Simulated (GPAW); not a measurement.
## Run report: GeH3O, property calculation

The run: property calculation of GeH3O, multiplicity 2, SMILES [OH][GeH2]. Method and program: PBE/real-space grid, UKS, scalar-relativistic datasets (GPAW 26.7.0).

The geometry comes from this level: PBE0-D4/def2-TZVP.

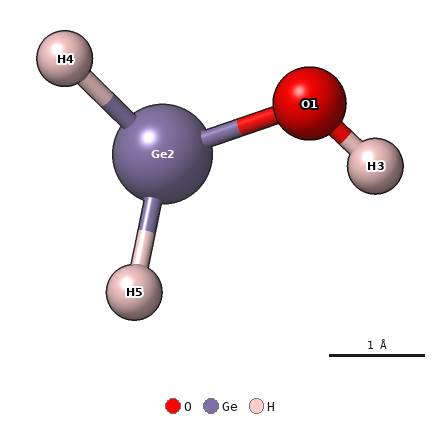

The structure as given in the input (ball-and-stick view, seen on its broad side; atoms are numbered from 1 in the order of the input). Sticks mark near contacts.

## Input (calc.py)
```python
import numpy as np
from ase.io import read
from ase.units import Debye
from gpaw import GPAW

# Geometry
atoms = read('molecule.sdf')
atoms.center(vacuum=4.5)
atoms.set_initial_magnetic_moments([0.5, 0.5, 0.0, 0.0, 0.0])

# Ground state
gpaw_calc = GPAW(mode='fd',
                 xc='PBE',
                 occupations={'name': 'fermi-dirac', 'width': 0.02, 'fixmagmom': True},
                 maxiter=100,
                 h=0.2,
                 symmetry='off',
                 txt='-')
atoms.calc = gpaw_calc

energy = atoms.get_potential_energy()
print(f'Energy                  {energy:.5f} eV')
forces = atoms.get_forces()
print('Forces (eV/Ang)')
for symbol, f in zip(atoms.symbols, forces):
    print(f'{symbol:2} {f[0]:9.4f} {f[1]:9.4f} {f[2]:9.4f}')
dipole = atoms.get_dipole_moment() / Debye
print(f'Dipole = {np.linalg.norm(dipole):.3f} D')
```

## File molecule.sdf
```

     RDKit          3D

  5  4  0  0  0  0  0  0  0  0999 V2000
    0.3555   -1.0758    0.4607 O   0  0  0  0  0  0  0  0  0  0  0  0
   -0.5201    0.4161    0.0177 Ge  0  0  0  0  0  3  0  0  0  0  0  0
    1.0974   -0.9076    1.0465 H   0  0  0  0  0  0  0  0  0  0  0  0
   -1.3968   -0.0144   -1.1803 H   0  0  0  0  0  0  0  0  0  0  0  0
    0.5139    1.5080   -0.3859 H   0  0  0  0  0  0  0  0  0  0  0  0
  2  1  1  0
  3  1  1  0
  4  2  1  0
  5  2  1  0
M  RAD  1   2   2
M  END
$$$$
```

Launched with:
```bash
python3 -u calc.py | tee calc.out
```

## Output
```
__  _  _
 | _ |_)|_||  |
 |__||  | ||/\| - 26.7.0

units:  Angstrom and eV
cores:  1
OpenMP: False

Versions:
  Python: 3.12.14
  ASE:    3.29.0
  Numpy:  2.5.5
  Scipy:  1.18.1
  Libxc:  7.0.0

        _gpaw.cpython-312-aarch64-linux-gnu.so

Input parameters:
  mode=FD(),
  h=0.2,
  maxiter=100,
  occupations=Occupations(name='fermi-dirac', width=0.02, fixmagmom=True),
  symmetry=Symmetry(point_group=False, time_reversal=False),
  xc=XC(name='PBE')

Diagonalizing LCAO Hamiltonian
Converting LCAO to fd mode
        .---------------------------.
       /|                           |
      / |                           |
     /  |                           |
    /   |                           |
   /    |                           |
  /     |                           |
 *      |                           |
 |      |                           |
 |      |                           |
 |      |         Ge H              |
 |      |          O                |
 |      |      H                    |
 |      |                           |
 |      .---------------------------.
 |     /                           /
 |    /                           /
 |   /                           /
 |  /                           /
 | /                           /
 |/                           /
 *---------------------------*

Atoms  # Å, Bohr magnetons
|   | symbol |        x |        y |        z |    initial magnetic moments |
|---|--------|----------|----------|----------|-----------------------------|
| 0 |      O | 6.252300 | 4.500000 | 6.141000 | ( 0.0000,  0.0000,  0.5000) |
| 1 |     Ge | 5.376700 | 5.991900 | 5.698000 | ( 0.0000,  0.0000,  0.5000) |
| 2 |      H | 6.994200 | 4.668200 | 6.726800 | ( 0.0000,  0.0000,  0.0000) |
| 3 |      H | 4.500000 | 5.561400 | 4.500000 | ( 0.0000,  0.0000,  0.0000) |
| 4 |      H | 6.410700 | 7.083800 | 5.294400 | ( 0.0000,  0.0000,  0.0000) |

Unit cell  # Å
| periodic |         x |         y |         z |   lengths |    angles |
|----------|-----------|-----------|-----------|-----------|-----------|
|       no | 11.494200 |  0.000000 |  0.000000 | 11.494200 | 90.000000 |
|       no |  0.000000 | 11.583800 |  0.000000 | 11.583800 | 90.000000 |
|       no |  0.000000 |  0.000000 | 11.226800 | 11.226800 | 90.000000 |

Number of symmetries: 1
Symmetry operations  # r_c * U_cc + t_c -> r_c
|   | kind |            matrix            |
|---|------|------------------------------|
| 0 |  E   |  1, 0, 0,  0, 1, 0,  0, 0, 1 |

BZ-sampling:
  Number of BZ points: 1
  Number of IBZ points: 1

  Monkhorst-Pack size: [1, 1, 1]
  Monkhorst-Pack shift: [0, 0, 0]

K-points  # in reciprocal-cell coordinates
|   |                                coordinates |     weight |
|---|--------------------------------------------|------------|
| 0 | (  0.00000000,   0.00000000,   0.00000000) | 1.00000000 |

Uniform wave function grid shape: (np.int64(55), np.int64(55), np.int64(55))
Spin-components: 2 (collinear spins)
Bands:           11
Projectors:      19
Spin-degeneracy: 1
Datatype:        float64

  Storage: CPU
  Wave functions: 29_282_000 bytes (29_282_000 per core)

Parallelization:
  kpt:    1
  domain: 1
  band:   1

Density:
  Valence electrons: 13.0
  Components: 2
  Grid points: [56 56 56]
  Charge: 0.0  # |e|

Potential:
  Grid points: [56 56 56]

species:
  O:
    name:    Oxygen
    Z:       8.0
    valence: 6
    core:    2
    charge:  0.0  # [|e|]
    file:    O.PBE.gz
    compensation charges:
      type: gauss
      rc: 0.21  # [Å]
      lmax: 2
    cutoffs:
      filter: 1.17  # [Å]
      core: 0.83  # [Å]
    projectors
    | kind |    occ | energy [eV] | rcut [Å] |
    |------|--------|-------------|----------|
    |   2s |  2.000 |     -23.961 |    0.688 |
    |   2p |  4.000 |      -9.029 |    0.598 |
    |    s |        |       3.251 |    0.688 |
    |    p |        |      18.182 |    0.598 |
    |    d |        |       0.000 |    0.619 |

    Using partial waves for O as LCAO basis

  Ge:
    name:    Germanium
    Z:       32.0
    valence: 4
    core:    28
    charge:  0.0  # [|e|]
    file:    Ge.PBE.gz
    compensation charges:
      type: gauss
      rc: 0.32  # [Å]
      lmax: 2
    cutoffs:
      filter: 1.77  # [Å]
      core: 3.42  # [Å]
    projectors
    | kind |    occ | energy [eV] | rcut [Å] |
    |------|--------|-------------|----------|
    |   4s |  2.000 |     -11.726 |    1.005 |
    |   4p |  2.000 |      -3.896 |    1.005 |
    |    s |        |      15.485 |    1.005 |
    |    p |        |      23.315 |    1.005 |
    |    d |        |       0.000 |    1.005 |

    Using partial waves for Ge as LCAO basis

  H:
    name:    Hydrogen
    Z:       1.0
    valence: 1
    core:    0
    charge:  0.0  # [|e|]
    file:    H.PBE.gz
    compensation charges:
      type: gauss
      rc: 0.15  # [Å]
      lmax: 2
    cutoffs:
      filter: 0.85  # [Å]
      core: 0.53  # [Å]
    projectors
    | kind |    occ | energy [eV] | rcut [Å] |
    |------|--------|-------------|----------|
    |   1s |  1.000 |      -6.494 |    0.476 |
    |    s |        |      20.717 |    0.476 |
    |    p |        |       0.000 |    0.476 |

    Using partial waves for H as LCAO basis

Reference energy: -59175.960640  # eV

eigensolver:
  PPCG
  Converge bands: occupied
  niter=2

density mixing:
  MSR1-Mixer
  Pratt-step length: 0.05
  Maximum mixing coefficient: 0.75
  Old densities: 10
  SVD Regularization: 0.005
  Good broyden scale: 1.0
  Trust region scale: 1.0
  Backstep threshold: 4.0
  History deletion threshold: 6.0
  Fourier metric: weight=20.0, sigma=0.015

occupation numbers:
  Fixed magnetic moment: 1.000
  Fermi-Dirac:
    width: 0.0200  # eV

FastPoissonSolver using
    Stencil: 6*3+1=19 point O(h^6) finite-difference Laplacian
    FFT axes: []
    FST axes: [np.int64(0), np.int64(1), np.int64(2)]

xc functional:
  name: PBE with 2 nearest neighbor stencil
interpolation: tri-quintic # 5. degree polynomial

Initialization done in: 1.627 s

convergence criteria:
- Maximum [total energy] change in last 3 cyles: 0.0005 eV / valence electron
- Maximum integral of absolute [dens]ity change: 0.0001 electrons / valence electron
- Maximum integral of absolute [eigenst]ate change: 4e-08 eV^2 / valence electron
maximum number of iterations: 100

SCF iterations
|iter     |     time |      energy | eigst |  dens |  magmom |
|---------|----------|-------------|-------|-------|---------|
|iter:   1| 00:00:02 |  -22.398408 | +0.95 |       |  +0.9927|
|iter:   2| 00:00:04 |  -21.914577 | -0.12 | -0.50 |  +0.9931|
|iter:   3| 00:00:05 |  -20.493156 | +0.15 | -0.54 |  +0.9968|
|iter:   4| 00:00:07 |  -20.494192 | -0.34 | -1.00 |  +0.9984|
|iter:   5| 00:00:09 |  -20.492071c| -1.20 | -1.27 |  +0.9996|
|iter:   6| 00:00:10 |  -20.494667c| -2.08 | -1.85 |  +0.9999|
|iter:   7| 00:00:12 |  -20.495080c| -2.88 | -2.31 |  +1.0000|
|iter:   8| 00:00:13 |  -20.495111c| -3.69 | -2.94 |  +1.0000|
|iter:   9| 00:00:15 |  -20.495120c| -4.30 | -3.30 |  +1.0000|
|iter:  10| 00:00:16 |  -20.495121c| -4.92 | -3.74 |  +1.0000|
|iter:  11| 00:00:18 |  -20.495122c| -5.71 | -4.29c|  +1.0000|
|iter:  12| 00:00:19 |  -20.495122c| -6.25 | -4.62c|  +1.0000|
|iter:  13| 00:00:21 |  -20.495122c| -7.03 | -5.00c|  +1.0000|
|iter:  14| 00:00:23 |  -20.495122c| -7.60c| -5.57c|  +1.0000|

Converged in 14 steps
SCF loop duration: 20.826 s (1.488 s/step)
Energy contributions relative to reference atoms: (reference = -59175.960640)

Energy contributions:
  Kinetic:          32.926004
  Coulomb:         -34.307604
  Zero:              0.695454
  External:          0.000000
  Xc:              -19.808976
  Entropy:          -0.000000
  Spinorbit:         0.000000
  ----------------------------
  Free energy:     -20.495122
  Extrapolated:    -20.495122

dipole moment: (0.121620, 0.213399, 0.110983)  # |e|*Ang

Total magnetic moment: (0.000000, 0.000000, 1.000000)

Local magnetic moments
|        x |        y |         z |
|----------|----------|-----------|
| 0.000000 | 0.000000 |  0.082358 |  # O    0
| 0.000000 | 0.000000 |  0.195089 |  # Ge   1
| 0.000000 | 0.000000 | -0.000774 |  # H    2
| 0.000000 | 0.000000 |  0.023381 |  # H    3
| 0.000000 | 0.000000 |  0.027545 |  # H    4

Fermi levels: -3.144, -5.880
Eigenvalues  # (at kpt = [0.000, 0.000, 0.000])
| band index |      eig [eV] | occ [0-1] |      eig [eV] | occ [0-1] |
|------------|---------------|-----------|---------------|-----------|
|          0 |       -24.813 |     1.000 |       -24.635 |     1.000 |
|          1 |       -14.221 |     1.000 |       -13.932 |     1.000 |
|          2 |       -11.411 |     1.000 |       -11.202 |     1.000 |
|          3 |        -9.096 |     1.000 |        -8.861 |     1.000 |
|          4 |        -8.488 |     1.000 |        -8.117 |     1.000 |
|          5 |        -7.824 |     1.000 |        -7.583 |     1.000 |
|          6 |        -4.973 |     1.000 |        -3.719 |     0.000 |
|          7 |        -1.212 |     0.000 |        -1.012 |     0.000 |
|          8 |        -0.478 |     0.000 |        -0.218 |     0.000 |
|          9 |         0.421 |     0.000 |         0.659 |     0.000 |
|         10 |         0.486 |     0.000 |         0.897 |     0.000 |

Gap: 2.507 eV
Transition (v -> c):
  (s=1, k=0, n=6, [0.00, 0.00, 0.00]) -> (s=0, k=0, n=7, [0.00, 0.00, 0.00])
No difference between direct/indirect transitions
vacuum-level: 0.000  # V
Energy                  -20.49512 eV

Forces  # eV/Ang
|        x |        y |        z |
|----------|----------|----------|
| -0.05637 | -0.76733 | -0.22380 |  # O    0
| -0.41388 |  0.62584 |  0.19015 |  # Ge   1
|  0.47267 |  0.12429 |  0.33657 |  # H    2
| -0.14525 | -0.13505 | -0.23600 |  # H    3
|  0.22630 |  0.20566 | -0.08392 |  # H    4

Force computation time: 0.050  # s
Forces (eV/Ang)
O    -0.0564   -0.7673   -0.2238
Ge   -0.4139    0.6258    0.1901
H     0.4727    0.1243    0.3366
H    -0.1453   -0.1350   -0.2360
H     0.2263    0.2057   -0.0839
Dipole = 1.295 D
```

## Key numbers

- outcome: converged
- energy relative to the program's reference atoms: −20.4951 eV
- largest force: 0.801 eV/Å
- dipole moment: 1.29 D
- hardware: 1 thread of Arm Neoverse V1, 112 GiB of memory available, shared host
- wall time: 23 s
- peak memory: 0.6 GiB
